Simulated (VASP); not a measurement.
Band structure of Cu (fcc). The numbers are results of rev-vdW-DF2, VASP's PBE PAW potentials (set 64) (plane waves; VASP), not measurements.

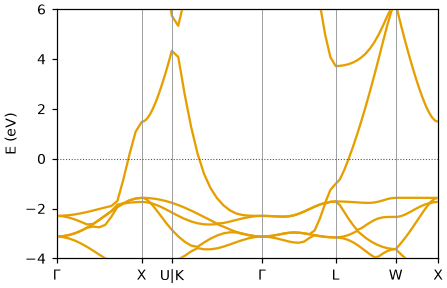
*Bands along high-symmetry lines, zero at the valence-band maximum or, without a gap, the Fermi level*

Q: Read the plot: is there a gap, and where are the band edges?

A: It has no gap at this level: it comes out as a metal or semimetal. (Edges off the drawn lines would not show.)

The compound is Cu in the fcc structure. It was relaxed first.
